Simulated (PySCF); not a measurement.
# [C3F3]+ (SMILES Fc1c(F)[c+]1F): levels of theory compared

Wanted: a comparison of 6 runs (HF/3-21G, HF/def2-SVP, BP86/def2-SVP, PBE0/def2-SVP, TPSS/6-311+G**, SVWN5/def2-TZVP) of [C3F3]+. 

The results are computed with PySCF 2.14.0.

## Step 1: The molecule

[C3F3]+: 6 atoms, total charge +1, spin state singlet. As SMILES, `Fc1c(F)[c+]1F`. The coordinates come from a GFN2-xTB relaxation.

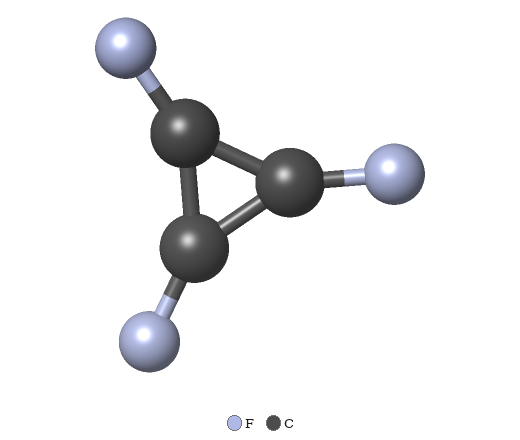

Viewed from a chosen angle; fluorine light blue, carbon dark grey.

## Step 2: Energy and forces at HF/3-21G (run 1)

run.py

```python
# Fc1c(F)[c+]1F
import pyscf.grad
from pyscf import gto, scf

mol = gto.M(
    atom=[
    ('F', (-0.687640, -1.378170, 1.373140)),
    ('C', (-0.268600, -0.539090, 0.536680)),
    ('C', (0.097390, -0.213410, -0.771790)),
    ('F', (0.247560, -0.545890, -1.974450)),
    ('C', (0.172110, 0.752070, 0.235440)),
    ('F', (0.439180, 1.924490, 0.600990)),
],
    basis='3-21g',
    verbose=4,
    max_memory=1860,
    charge=1,
)

mf = scf.RHF(mol)
mf.conv_tol = 1e-10
mf.kernel()
if not mf.converged:
    mf = mf.newton().run(mf.mo_coeff, mf.mo_occ)

energy = mf.e_tot
print(f'total energy: {energy:.8f} hartree')
grad = mf.Gradients().kernel()
mf.analyze()
```

Command:

```bash
$ OMP_NUM_THREADS=1 python run.py
```

What it wrote:

```text
PySCF version 2.14.0

[... 61 lines left out ...]
total energy: -409.20831761 hartree
[... 18 lines left out ...]
DFT Exchange-Correlation Energy =      -45.178750524466238
[... 7 lines left out ...]
MO #6   energy= -11.6774565331688  occ= 2
[... 5 lines left out ...]
MO #12  energy= -1.15787280486421  occ= 2
[... 5 lines left out ...]
MO #18  energy= -0.997529839361773 occ= 2
[... 5 lines left out ...]
MO #24  energy= -0.133831194226219 occ= 0
[... 5 lines left out ...]
MO #30  energy= 0.290429010032178  occ= 0
[... 5 lines left out ...]
MO #36  energy= 0.702547758009785  occ= 0
[... 5 lines left out ...]
MO #42  energy= 1.609200902995     occ= 0
[... 5 lines left out ...]
MO #48  energy= 2.13556509892584   occ= 0
[... 5 lines left out ...]
MO #54  energy= 4.23319102794913   occ= 0
[... 28 lines left out ...]
pop of  2 C 3pz           0.02282
pop of  3 F 1s            1.99980
pop of  3 F 2s            1.80241
pop of  3 F 3s            0.00316
pop of  3 F 2px           1.86851
pop of  3 F 2py           1.89541
pop of  3 F 2pz           1.51726
pop of  3 F 3px           0.00102
pop of  3 F 3py           0.00163
pop of  3 F 3pz           0.00062
pop of  4 C 1s            1.99973
pop of  4 C 2s            0.88819
pop of  4 C 3s            0.00889
pop of  4 C 2px           0.81385
pop of  4 C 2py           0.80163
pop of  4 C 2pz           1.02223
pop of  4 C 3px           0.00352
pop of  4 C 3py           0.02191
pop of  4 C 3pz           0.01692
pop of  5 F 1s            1.99980
pop of  5 F 2s            1.80241
pop of  5 F 3s            0.00316
pop of  5 F 2px           1.85461
pop of  5 F 2py           1.53522
pop of  5 F 2pz           1.89135
pop of  5 F 3px           0.00098
pop of  5 F 3py           0.00065
pop of  5 F 3pz           0.00165
 ** Mulliken atomic charges  **
charge of    0F =     -0.08982
charge of    1C =      0.42316
charge of    2C =      0.42317
charge of    3F =     -0.08983
charge of    4C =      0.42316
charge of    5F =     -0.08984

WARN: System has nonzero charge 1; the dipole moment is origin-dependent.
Location of origin: [0. 0. 0.]

Dipole moment(X, Y, Z, Debye):  0.00173, -0.00113,  0.00080
```

It took 3.6 s on 1 thread of Intel Xeon at 2.50GHz (Skylake/Cascade Lake), shared host; peak memory 0.13 GiB.

## Step 3: Energy and gradient at HF/def2-SVP (run 2)

calc.py

```python
import pyscf.grad
from pyscf import gto, scf

mol = gto.M(
    atom='''
F     -0.687640    -1.378170     1.373140
C     -0.268600    -0.539090     0.536680
C      0.097390    -0.213410    -0.771790
F      0.247560    -0.545890    -1.974450
C      0.172110     0.752070     0.235440
F      0.439180     1.924490     0.600990
''',
    charge=1,
    basis='def2-svp',
    max_memory=1860,
    verbose=4,
)

mf = scf.RHF(mol)
mf.conv_tol = 1e-10
mf.kernel()
if not mf.converged:
    mf = mf.newton().run(mf.mo_coeff, mf.mo_occ)

e_final = mf.e_tot
print('Final energy', e_final)
grad = mf.Gradients().kernel()
mf.analyze()
```

Command:

```bash
$ OMP_NUM_THREADS=1 python calc.py
```

What it wrote:

```text
PySCF version 2.14.0

[... 76 lines left out ...]
Nuclear Repulsion Energy =             211.972035448923293
[... 9 lines left out ...]
MO #4   energy= -11.7097911036068  occ= 2
[... 7 lines left out ...]
MO #12  energy= -1.15998952733201  occ= 2
[... 7 lines left out ...]
MO #20  energy= -0.842282331738968 occ= 2
[... 7 lines left out ...]
MO #28  energy= 0.164104680938321  occ= 0
[... 7 lines left out ...]
MO #36  energy= 0.471753993248105  occ= 0
[... 7 lines left out ...]
MO #44  energy= 1.14357175602531   occ= 0
[... 7 lines left out ...]
MO #52  energy= 1.43310683229922   occ= 0
[... 7 lines left out ...]
MO #60  energy= 2.01777730353386   occ= 0
[... 7 lines left out ...]
MO #68  energy= 2.79308201488752   occ= 0
[... 7 lines left out ...]
MO #76  energy= 3.38518335332614   occ= 0
[... 7 lines left out ...]
MO #84  energy= 4.23440449605474   occ= 0
[... 58 lines left out ...]
pop of  4 C 1s            1.99996
pop of  4 C 2s            0.84928
pop of  4 C 3s            0.01246
pop of  4 C 2px           0.79090
pop of  4 C 2py           0.79901
pop of  4 C 2pz           1.02087
pop of  4 C 3px           0.00409
pop of  4 C 3py           0.01669
pop of  4 C 3pz           0.01286
pop of  4 C 3dxy          0.00754
pop of  4 C 3dyz          0.00593
pop of  4 C 3dz^2         0.00272
pop of  4 C 3dxz          0.00122
pop of  4 C 3dx2-y2       0.00493
pop of  5 F 1s            1.99998
pop of  5 F 2s            1.77824
pop of  5 F 3s            0.00415
pop of  5 F 2px           1.86788
pop of  5 F 2py           1.57107
pop of  5 F 2pz           1.90067
pop of  5 F 3px           0.00205
pop of  5 F 3py           0.00189
pop of  5 F 3pz           0.00309
pop of  5 F 3dxy          0.00205
pop of  5 F 3dyz          0.00237
pop of  5 F 3dz^2         0.00120
pop of  5 F 3dxz          0.00028
pop of  5 F 3dx2-y2       0.00328
 ** Mulliken atomic charges  **
charge of    0F =     -0.13817
charge of    1C =      0.47151
charge of    2C =      0.47152
charge of    3F =     -0.13818
charge of    4C =      0.47151
charge of    5F =     -0.13819

WARN: System has nonzero charge 1; the dipole moment is origin-dependent.
Location of origin: [0. 0. 0.]

Dipole moment(X, Y, Z, Debye):  0.00158, -0.00114,  0.00079
```

Wall time 11 s (1 thread of Intel Xeon at 2.50GHz (Skylake/Cascade Lake), shared host); peak memory 0.17 GiB.

Runs 3 to 5 aren't shown in full; the table further down has their settings and results.

## Step 4: Energy and forces at SVWN5/def2-TZVP (run 6)

run.py

```python
# Fc1c(F)[c+]1F
import pyscf.grad
from pyscf import gto, dft

mol = gto.M(
    atom='''
F     -0.687640    -1.378170     1.373140
C     -0.268600    -0.539090     0.536680
C      0.097390    -0.213410    -0.771790
F      0.247560    -0.545890    -1.974450
C      0.172110     0.752070     0.235440
F      0.439180     1.924490     0.600990
''',
    max_memory=1860,
    spin=0,
    basis='def2-tzvp',
    charge=1,
    verbose=4,
)

calc0 = dft.RKS(mol)
calc0.xc = 'svwn'
calc0.grids.level = 5
calc0.conv_tol = 1e-10
calc0.kernel()
if not calc0.converged:
    calc0 = calc0.newton().run(calc0.mo_coeff, calc0.mo_occ)

etot = calc0.e_tot
print('E(%s) = %.9f' % ('SVWN5', etot))
grad = calc0.Gradients().kernel()
calc0.analyze()
```

Command:

```bash
$ OMP_NUM_THREADS=1 python run.py
```

What it wrote:

```text
PySCF version 2.14.0

[... 96 lines left out ...]
Two-electron Coulomb Energy =          400.229010670328194
[... 18 lines left out ...]
MO #16  energy= -0.762743833108091 occ= 2
[... 16 lines left out ...]
MO #33  energy= -0.00445364846481098 occ= 0
[... 16 lines left out ...]
MO #50  energy= 0.4577076897341    occ= 0
[... 16 lines left out ...]
MO #67  energy= 0.940017180577243  occ= 0
[... 16 lines left out ...]
MO #84  energy= 1.85192622523145   occ= 0
[... 16 lines left out ...]
MO #101 energy= 2.32648729697793   occ= 0
[... 16 lines left out ...]
MO #118 energy= 2.98047036167577   occ= 0
[... 16 lines left out ...]
MO #135 energy= 4.08648734076174   occ= 0
[... 16 lines left out ...]
MO #152 energy= 6.58433273276535   occ= 0
[... 16 lines left out ...]
MO #169 energy= 7.90878387823378   occ= 0
[... 16 lines left out ...]
MO #186 energy= 56.8131540735562   occ= 0
[... 160 lines left out ...]
pop of  5 F 4s            0.00066
pop of  5 F 5s            0.00005
pop of  5 F 2px           1.80079
pop of  5 F 2py           1.55627
pop of  5 F 2pz           1.86834
pop of  5 F 3px           0.00367
pop of  5 F 3py           0.00372
pop of  5 F 3pz           0.00458
pop of  5 F 4px           0.00009
pop of  5 F 4py           0.00031
pop of  5 F 4pz           0.00008
pop of  5 F 3dxy          0.00268
pop of  5 F 3dyz          0.00296
pop of  5 F 3dz^2         0.00145
pop of  5 F 3dxz          0.00037
pop of  5 F 3dx2-y2       0.00390
pop of  5 F 4dxy          0.00026
pop of  5 F 4dyz          0.00031
pop of  5 F 4dz^2         0.00016
pop of  5 F 4dxz          0.00003
pop of  5 F 4dx2-y2       0.00045
pop of  5 F 4f-3          0.00014
pop of  5 F 4f-2          0.00004
pop of  5 F 4f-1          0.00009
pop of  5 F 4f+0          0.00007
pop of  5 F 4f+1          0.00001
pop of  5 F 4f+2          0.00011
pop of  5 F 4f+3          0.00012
 ** Mulliken atomic charges  **
charge of    0F =     -0.04347
charge of    1C =      0.37683
charge of    2C =      0.37682
charge of    3F =     -0.04349
charge of    4C =      0.37680
charge of    5F =     -0.04350

WARN: System has nonzero charge 1; the dipole moment is origin-dependent.
Location of origin: [0. 0. 0.]

Dipole moment(X, Y, Z, Debye):  0.00071, -0.00079,  0.00054
```

Run time: 2.9 min. Hardware: 1 thread of Intel Xeon at 2.50GHz (Skylake/Cascade Lake), shared host; peak memory 1.8 GiB.

## Step 5: Overview of the runs

| run | level | integration grid | energy (Eh) | HOMO energy (eV) | LUMO energy (eV) | HOMO–LUMO gap (eV) | wall time |
| --- | --- | --- | --- | --- | --- | --- | --- |
| 1 | HF/3-21G | – | -409.208318 | -20.38 | -3.64 | 16.74 | 3.6 s |
| 2 | HF/def2-SVP | – | -411.149809 | -20.53 | -3.18 | 17.36 | 11 s |
| 3 | BP86/def2-SVP | 5 | -413.085501 | -15.69 | -8.72 | 6.97 | 45 s |
| 4 | PBE0/def2-SVP | 5 | -412.667568 | -17.15 | -7.59 | 9.56 | 50 s |
| 5 | TPSS/6-311+G** | 5 | -413.561094 | -15.76 | -8.56 | 7.19 | 2.2 min |
| 6 | SVWN5/def2-TZVP | 5 | -410.671082 | -15.83 | -8.92 | 6.91 | 2.9 min |

## Step 6: What came out

```
                       quantity          value
            run 6: total energy  -410.67108 Eh
             run 6: HOMO energy      -15.83 eV
             run 6: LUMO energy       -8.92 eV
           run 6: HOMO–LUMO gap        6.91 eV
run 6: largest force on an atom     0.528 eV/Å
```

The HOMO–LUMO gap runs from 6.91 eV (SVWN5/def2-TZVP) to 17.36 eV (HF/def2-SVP). The two ends differ in method and basis. Totals of different functionals can't be ranked against each other. All runs together took 6.9 min, the longest 2.9 min.
